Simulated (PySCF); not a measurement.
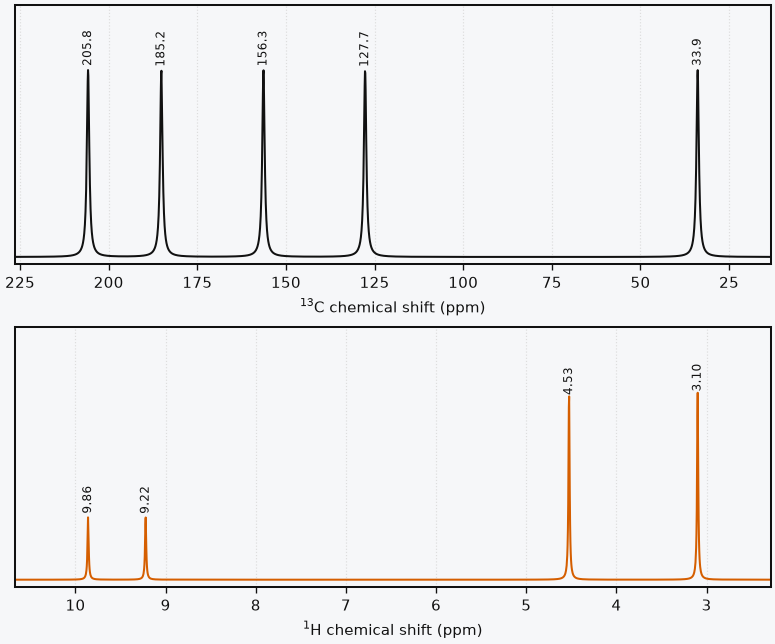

GIAO shifts, PBE0/pcSseg-1, PySCF 2.14.0, at a GFN2-xTB geometry (no frequency check), against TMS for ¹³C and TMS for ¹H computed at the same level. Gas phase, fully decoupled, line heights follow the number of nuclei, widths are arbitrary (no quadrupolar broadening); values of one conformer, averaged over methyl-type rotors and exact or near symmetry.

### Which structure fits the spectrum?
A. C₅H₈NPSi, SMILES Cc1ncc([SiH3])cp1
B. C₄H₅F₃O, SMILES C[C@@H]1O[C@H]1C(F)(F)F
C. C₃H₈BN, SMILES [BH3-][N+]#CCC
D. C₅H₉N, SMILES C[C@@H]1CC=NC1

Option A. Its ¹³C signals: 205.8 (1 C), 185.2 (1 C), 156.3 (1 C), 127.7 (1 C), 33.9 (1 C) ppm. Its ¹H signals: 9.86 (1 H), 9.22 (1 H), 4.53 (3 H), 3.10 (3 H) ppm.

Known limits of this run: the tight-binding geometry is rougher than a DFT one and adds to the error.
